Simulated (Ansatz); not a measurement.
**Molecular dynamics, with input and output: TiPH3Cl4 (part 4 of 4)**

TiPH3Cl4; RHF/def2-SVP (Ansatz 0.2.0). It belongs to a series of runs on one base structure; here: dynamics from the highest image of the converged band.

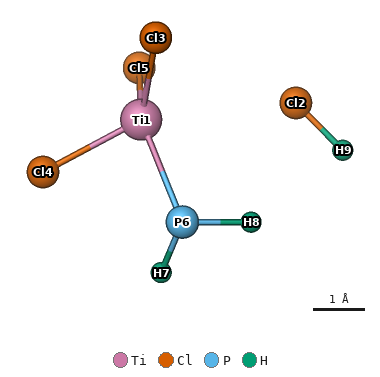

Figure 1. The geometry at step 167 of the log (ball-and-stick view, seen at a tilt; atoms are numbered from 1 in the order of the input).

### Trajectory as extended XYZ, continued
```
9
Properties=species:S:1:pos:R:3:forces:R:3 step=133 time_fs=66.5 energy=-82402.28965 temperature=644.8
Ti   -0.3851   -0.1220   -0.1524    0.4181  -0.0665  -0.3358
Cl   -0.1366   -1.5697    2.2463    1.2066  -0.4411  -0.0182
Cl    1.2946    1.1772    0.4493   -0.2998  -0.0669   0.0455
Cl   -1.5168    0.7397   -1.7748   -0.0552   0.2982  -0.9142
Cl    0.5061   -2.0256   -1.1030   -0.6160   0.4917   0.6387
P    -2.3806    0.8001    1.0832    0.2047   0.1383   0.2425
H    -3.3803    0.0829    0.4243   -0.2396  -0.1528  -0.1373
H    -2.4661    0.1008    2.2990    0.0419  -0.1590   0.0656
H    -0.6873   -2.0390    3.2753   -0.6606  -0.0419   0.4132
9
Properties=species:S:1:pos:R:3:forces:R:3 step=138 time_fs=69.0 energy=-82402.31753 temperature=675.9
Ti   -0.3955   -0.1127   -0.1600    0.6471  -0.0905  -0.4295
Cl   -0.1237   -1.5873    2.2683    1.3413  -0.2047  -0.4351
Cl    1.2970    1.1787    0.4542   -0.4103  -0.1352   0.0142
Cl   -1.5195    0.7474   -1.7922   -0.0289   0.2670  -0.8418
Cl    0.4999   -2.0249   -1.0953   -0.6496   0.5357   0.6493
P    -2.3730    0.7952    1.0754    0.1308   0.2773   0.1382
H    -3.3898    0.0884    0.4347   -0.2456  -0.1545  -0.2072
H    -2.4482    0.0919    2.2764    0.0484  -0.2636   0.3163
H    -0.6611   -2.0605    3.2885   -0.8332  -0.2315   0.7956
9
Properties=species:S:1:pos:R:3:forces:R:3 step=142 time_fs=71.0 energy=-82402.37600 temperature=740.1
Ti   -0.4033   -0.1054   -0.1665    0.8056  -0.1143  -0.4937
Cl   -0.1119   -1.6016    2.2854    0.7283  -0.6512   0.5852
Cl    1.2984    1.1798    0.4581   -0.4878  -0.1806  -0.0101
Cl   -1.5216    0.7540   -1.8071   -0.0016   0.2419  -0.7728
Cl    0.4941   -2.0236   -1.0883   -0.6683   0.5593   0.6494
P    -2.3668    0.7916    1.0693   -0.2122   0.0263   0.2125
H    -3.4074    0.0864    0.4346    0.0234   0.0178  -0.0777
H    -2.4318    0.0741    2.2704    0.0555  -0.1521   0.1731
H    -0.6741   -2.0858    3.3294   -0.2429   0.2529  -0.2659
9
Properties=species:S:1:pos:R:3:forces:R:3 step=146 time_fs=73.0 energy=-82402.39928 temperature=766.3
Ti   -0.4104   -0.0981   -0.1733    0.9418  -0.1296  -0.5563
Cl   -0.0992   -1.6166    2.3032    0.2695  -0.9395   1.2640
Cl    1.2993    1.1806    0.4620   -0.5545  -0.2184  -0.0331
Cl   -1.5237    0.7607   -1.8229    0.0297   0.2145  -0.6929
Cl    0.4876   -2.0217   -1.0806   -0.6801   0.5714   0.6428
P    -2.3608    0.7880    1.0635   -0.5428  -0.3019   0.4329
H    -3.4242    0.0851    0.4315    0.2892   0.1742   0.0585
H    -2.4134    0.0509    2.2705    0.0511   0.0522  -0.1280
H    -0.6969   -2.1020    3.3614    0.1960   0.5771  -0.9880
9
Properties=species:S:1:pos:R:3:forces:R:3 step=150 time_fs=75.0 energy=-82402.45408 temperature=826.7
Ti   -0.4167   -0.0910   -0.1807    1.0521  -0.1233  -0.6213
Cl   -0.0862   -1.6326    2.3222    0.3534  -0.7720   0.9570
Cl    1.2996    1.1812    0.4659   -0.6087  -0.2487  -0.0540
Cl   -1.5258    0.7678   -1.8395    0.0640   0.1827  -0.6035
Cl    0.4804   -2.0192   -1.0722   -0.6851   0.5702   0.6294
P    -2.3554    0.7841    1.0582   -0.6404  -0.4296   0.6416
H    -3.4305    0.0900    0.4303    0.3469   0.1914   0.0800
H    -2.3931    0.0294    2.2661    0.0291   0.1852  -0.3101
H    -0.7139   -2.0975    3.3587    0.0887   0.4442  -0.7190
9
Properties=species:S:1:pos:R:3:forces:R:3 step=154 time_fs=77.0 energy=-82402.51704 temperature=896.1
Ti   -0.4222   -0.0839   -0.1885    1.1322  -0.0929  -0.6821
Cl   -0.0727   -1.6494    2.3422    0.9289  -0.2911  -0.0740
Cl    1.2993    1.1816    0.4697   -0.6485  -0.2706  -0.0727
Cl   -1.5278    0.7750   -1.8567    0.1005   0.1469  -0.5083
Cl    0.4724   -2.0161   -1.0632   -0.6825   0.5539   0.6081
P    -2.3508    0.7797    1.0537   -0.4649  -0.2565   0.7165
H    -3.4244    0.1018    0.4318    0.1563   0.0565  -0.0319
H    -2.3716    0.0145    2.2507   -0.0034   0.1537  -0.2338
H    -0.7292   -2.0770    3.3307   -0.5186   0.0002   0.2781
9
Properties=species:S:1:pos:R:3:forces:R:3 step=158 time_fs=79.0 energy=-82402.56105 temperature=945.1
Ti   -0.4268   -0.0769   -0.1969    1.1808  -0.0476  -0.7276
Cl   -0.0583   -1.6666    2.3622    1.2361  -0.0570  -0.5806
Cl    1.2982    1.1816    0.4734   -0.6731  -0.2825  -0.0898
Cl   -1.5298    0.7823   -1.8744    0.1392   0.1096  -0.4111
Cl    0.4636   -2.0124   -1.0534   -0.6712   0.5222   0.5773
P    -2.3468    0.7749    1.0501   -0.1685   0.1059   0.6266
H    -3.4125    0.1155    0.4318   -0.1409  -0.1375  -0.1930
H    -2.3504    0.0050    2.2269   -0.0361  -0.0204   0.0474
H    -0.7636   -2.0557    3.3119   -0.8662  -0.1926   0.7509
9
Properties=species:S:1:pos:R:3:forces:R:3 step=162 time_fs=81.0 energy=-82402.62796 temperature=1018.6
Ti   -0.4305   -0.0700   -0.2058    1.2008   0.0019  -0.7568
Cl   -0.0426   -1.6838    2.3816    0.5471  -0.3299   0.1889
Cl    1.2964    1.1813    0.4770   -0.6842  -0.2839  -0.1059
Cl   -1.5315    0.7898   -1.8927    0.1809   0.0738  -0.3135
Cl    0.4542   -2.0081   -1.0431   -0.6518   0.4767   0.5369
P    -2.3430    0.7703    1.0472   -0.0311   0.3667   0.4444
H    -3.4056    0.1243    0.4248   -0.2742  -0.2309  -0.2470
H    -2.3304   -0.0052    2.2049   -0.0659  -0.1960   0.3043
H    -0.8277   -2.0401    3.3175   -0.2215   0.1217  -0.0514
9
Properties=species:S:1:pos:R:3:forces:R:3 step=167 time_fs=83.5 energy=-82402.67218 temperature=1067.8
Ti   -0.4337   -0.0613   -0.2179    1.1902   0.0666  -0.7857
Cl   -0.0223   -1.7059    2.4064   -0.4541  -0.5660   1.0558
Cl    1.2932    1.1806    0.4814   -0.6828  -0.2727  -0.1235
Cl   -1.5334    0.7993   -1.9159    0.2373   0.0328  -0.1898
Cl    0.4413   -2.0021   -1.0293   -0.6186   0.4042   0.4758
P    -2.3384    0.7652    1.0445   -0.2603   0.2189   0.3379
H    -3.4099    0.1239    0.4041   -0.0330  -0.1116  -0.0623
H    -2.3092   -0.0280    2.1927   -0.1071  -0.1706   0.2376
H    -0.9154   -2.0131    3.3180    0.7284   0.3986  -0.9458
9
Properties=species:S:1:pos:R:3:forces:R:3 step=171 time_fs=85.5 energy=-82402.72817 temperature=1129.5
Ti   -0.4351   -0.0543   -0.2282    1.1548   0.1268  -0.8083
Cl   -0.0064   -1.7243    2.4273   -0.4269  -0.4190   0.8285
Cl    1.2897    1.1796    0.4847   -0.6700  -0.2548  -0.1346
Cl   -1.5347    0.8069   -1.9347    0.2830   0.0022  -0.0903
Cl    0.4303   -1.9967   -1.0177   -0.5866   0.3343   0.4203
P    -2.3350    0.7614    1.0427   -0.5256  -0.1203   0.4260
H    -3.4154    0.1184    0.3843    0.2468   0.0351   0.1394
H    -2.2968   -0.0534    2.1930   -0.1398   0.0224  -0.0562
H    -0.9590   -1.9758    3.2823    0.6642   0.2734  -0.7248
9
Properties=species:S:1:pos:R:3:forces:R:3 step=175 time_fs=87.5 energy=-82402.78114 temperature=1188.0
Ti   -0.4357   -0.0472   -0.2393    1.0944   0.2013  -0.8254
Cl    0.0090   -1.7431    2.4491    0.3938  -0.1438   0.0194
Cl    1.2855    1.1784    0.4879   -0.6453  -0.2293  -0.1426
Cl   -1.5357    0.8146   -1.9536    0.3256  -0.0271   0.0060
Cl    0.4187   -1.9910   -1.0056   -0.5498   0.2524   0.3598
P    -2.3323    0.7574    1.0415   -0.6132  -0.3365   0.5476
H    -3.4121    0.1139    0.3694    0.3429   0.0864   0.2219
H    -2.2896   -0.0780    2.1914   -0.1537   0.1811  -0.2762
H    -0.9796   -1.9285    3.2208   -0.1947   0.0154   0.0894
9
Properties=species:S:1:pos:R:3:forces:R:3 step=179 time_fs=89.5 energy=-82402.80809 temperature=1218.1
Ti   -0.4354   -0.0399   -0.2509    1.0077   0.2908  -0.8295
Cl    0.0249   -1.7620    2.4709    0.9721  -0.0256  -0.4243
Cl    1.2806    1.1769    0.4910   -0.6073  -0.1959  -0.1468
Cl   -1.5362    0.8222   -1.9725    0.3631  -0.0549   0.0947
Cl    0.4064   -1.9850   -0.9932   -0.5080   0.1579   0.2950
P    -2.3303    0.7531    1.0410   -0.4622  -0.2732   0.5883
H    -3.3964    0.1124    0.3625    0.1858   0.0069   0.1322
H    -2.2882   -0.0962    2.1800   -0.1365   0.1812  -0.2553
H    -1.0072   -1.8801    3.1617   -0.8148  -0.0872   0.5459
9
Properties=species:S:1:pos:R:3:forces:R:3 step=183 time_fs=91.5 energy=-82402.85097 temperature=1265.0
Ti   -0.4342   -0.0324   -0.2633    0.8939   0.3893  -0.8200
Cl    0.0417   -1.7810    2.4924    0.1669  -0.0623   0.0562
Cl    1.2751    1.1752    0.4939   -0.5566  -0.1551  -0.1467
Cl   -1.5364    0.8297   -1.9914    0.3959  -0.0799   0.1737
Cl    0.3936   -1.9788   -0.9804   -0.4616   0.0528   0.2281
P    -2.3289    0.7484    1.0412   -0.1846   0.0145   0.5034
H    -3.3740    0.1109    0.3603   -0.1125  -0.1428  -0.0661
H    -2.2920   -0.1080    2.1595   -0.0925   0.0237  -0.0130
H    -1.0612   -1.8345    3.1203   -0.0488  -0.0400   0.0843
9
Properties=species:S:1:pos:R:3:forces:R:3 step=188 time_fs=94.0 energy=-82402.84668 temperature=1260.8
Ti   -0.4318   -0.0226   -0.2796    0.7136   0.5139  -0.8011
Cl    0.0627   -1.8048    2.5194   -1.0843   0.0037   0.6064
Cl    1.2673    1.1729    0.4972   -0.4786  -0.0960  -0.1383
Cl   -1.5361    0.8390   -2.0146    0.4334  -0.1046   0.2582
Cl    0.3769   -1.9710   -0.9641   -0.3996  -0.0882   0.1478
P    -2.3275    0.7426    1.0423   -0.0248   0.2833   0.2670
H    -3.3526    0.1012    0.3536   -0.2999  -0.2153  -0.2106
H    -2.3014   -0.1224    2.1345   -0.0279  -0.1915   0.3055
H    -1.1253   -1.7802    3.0710    1.1681  -0.1054  -0.4349
9
Properties=species:S:1:pos:R:3:forces:R:3 step=192 time_fs=96.0 energy=-82402.87130 temperature=1287.8
Ti   -0.4292   -0.0142   -0.2935    0.5420   0.6076  -0.7869
Cl    0.0784   -1.8239    2.5417   -0.9493   0.0669   0.4637
Cl    1.2605    1.1709    0.4998   -0.4061  -0.0432  -0.1240
Cl   -1.5353    0.8463   -2.0329    0.4609  -0.1174   0.3136
Cl    0.3630   -1.9649   -0.9509   -0.3485  -0.2043   0.0898
P    -2.3264    0.7383    1.0436   -0.1989   0.1149   0.1247
H    -3.3472    0.0847    0.3400   -0.1310  -0.0832  -0.1086
H    -2.3104   -0.1410    2.1261    0.0112  -0.1651   0.2928
H    -1.1326   -1.7411    3.0156    1.0197  -0.1761  -0.2651
9
Properties=species:S:1:pos:R:3:forces:R:3 step=196 time_fs=98.0 energy=-82402.89943 temperature=1318.6
Ti   -0.4262   -0.0054   -0.3079    0.3517   0.6938  -0.7691
Cl    0.0932   -1.8429    2.5644    0.2252  -0.0130   0.0217
Cl    1.2532    1.1689    0.5022   -0.3248   0.0139  -0.1029
Cl   -1.5339    0.8535   -2.0508    0.4834  -0.1241   0.3565
Cl    0.3488   -1.9590   -0.9375   -0.2979  -0.3206   0.0387
P    -2.3255    0.7342    1.0450   -0.4606  -0.2944   0.1200
H    -3.3464    0.0653    0.3226    0.1430   0.1116   0.0821
H    -2.3189   -0.1654    2.1282    0.0388   0.0402   0.0510
H    -1.1041   -1.7083    2.9509   -0.1589  -0.1074   0.2021
9
Properties=species:S:1:pos:R:3:forces:R:3 step=200 time_fs=100.0 energy=-82402.88579 temperature=1304.1
Ti   -0.4228    0.0039   -0.3230    0.1521   0.7693  -0.7367
Cl    0.1082   -1.8619    2.5872    1.1308  -0.1572  -0.1879
Cl    1.2456    1.1669    0.5045   -0.2349   0.0748  -0.0766
Cl   -1.5321    0.8605   -2.0684    0.4967  -0.1252   0.3849
Cl    0.3342   -1.9535   -0.9242   -0.2490  -0.4333  -0.0058
P    -2.3253    0.7297    1.0466   -0.5721  -0.6098   0.1825
H    -3.3406    0.0499    0.3081    0.2781   0.2182   0.1909
H    -2.3260   -0.1882    2.1322    0.0603   0.2401  -0.1850
H    -1.0810   -1.6793    2.8933   -1.0619   0.0230   0.4337
```

The run was set up as follows.

### Input file
```yaml
crystal:
  periodic: [false, false, false]
  atoms:
    - { symbol: Ti, position_ang: [-0.297586, -0.192796, -0.056358] }
    - { symbol: Cl, position_ang: [-0.228904, -1.529274, 2.071019] }
    - { symbol: Cl, position_ang: [1.282308, 1.222883, 0.366015] }
    - { symbol: Cl, position_ang: [-1.435256, 0.652177, -1.748002] }
    - { symbol: Cl, position_ang: [0.48228, -1.966014, -1.09711] }
    - { symbol: P, position_ang: [-2.432317, 0.791999, 1.229718] }
    - { symbol: H, position_ang: [-3.455481, 0.01757, 0.649265] }
    - { symbol: H, position_ang: [-2.603757, 0.336658, 2.556881] }
    - { symbol: H, position_ang: [-1.39479, -0.645303, 1.677971] }
basis:
  gaussian: { orbitals: def2-SVP }
hamiltonian:
  xc: hf
md:
  timestep: 0.5
  n_steps: 200
  ensemble: nve
  temperature: 100.0
  initial_velocities: maxwell_boltzmann
  seed: 8765
```

Launch command:
```bash
ansatz run input.yaml --threads 4 --pin off --max-ram 5120MiB --backend cpu --events-out ev --progress --plain --runs-dir out
```

### Key numbers

- outcome: finished
- mean temperature over the second half: 900 K
- trajectory: 200 steps, 100 fs
- ensemble: nve
- temperature in the input: 100.0 K
- time step: 0.5 fs
- potential energy (last step): −82402.8858 eV
- mean-field energy (last step): −82402.8858 eV
- largest force (length of the vector) (last step): 1.157 eV/Å
- hardware: 4 threads of Arm Neoverse V2, 24 GiB of memory available, shared host
- wall time: 7.2 min (CPU time 27 min)
- peak memory: 0.57 GiB

### Remarks

So short a trajectory is not equilibrated.
